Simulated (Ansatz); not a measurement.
```
Cs Ta
1.0
     4.40601    0.00000    0.00000
     0.00000    4.40601    0.00000
     0.00000    0.00000    4.40601
Cs Ta
1 3
Cartesian
  0.0000 0.0000 0.0000
  0.0000 2.2030 2.2030
  2.2030 0.0000 2.2030
  2.2030 2.2030 0.0000
```

Space group Pm-3m; started from the Cu3Au (L1_2)_221 prototype, which need not be the ambient phase.

Computed with DFT PBE, scalar-relativistic, plane waves, PAW in Ansatz.

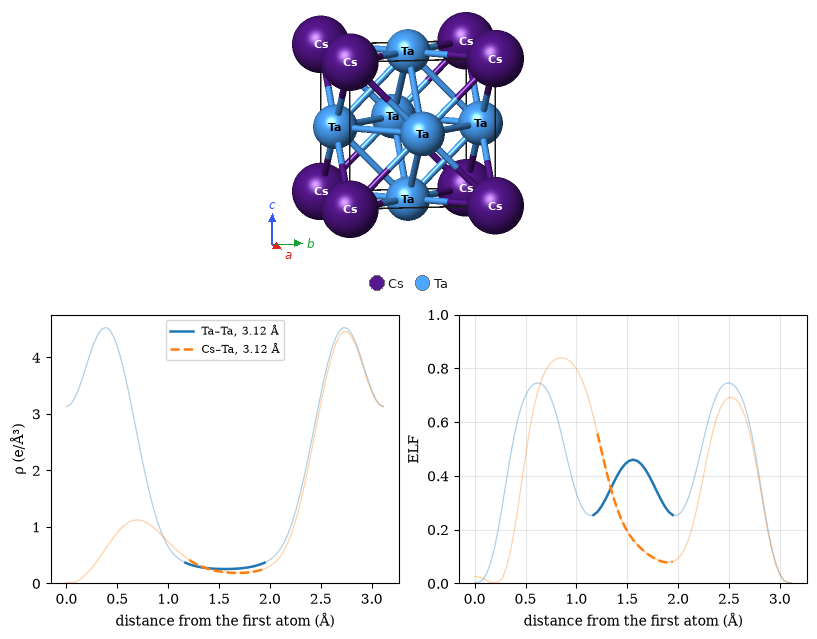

CsTa$_{3}$. Valence charge density (pseudo) and ELF along straight lines between neighbouring atoms. Thin, pale parts lie inside the atomic spheres. The structure is drawn too.

Core electrons are frozen (PAW), and the valence fields are smoothed inside the atomic spheres.

What can be read from the curves?

Ta–Ta (3.12 Å): the density is about 0.26 e/Å³ at the midpoint; the ELF is about 0.45 at the midpoint.
Cs–Ta (3.12 Å): ρ is about 0.2 e/Å³ halfway; the ELF is about 0.15 at the midpoint (no shared electron pair shows on this line).
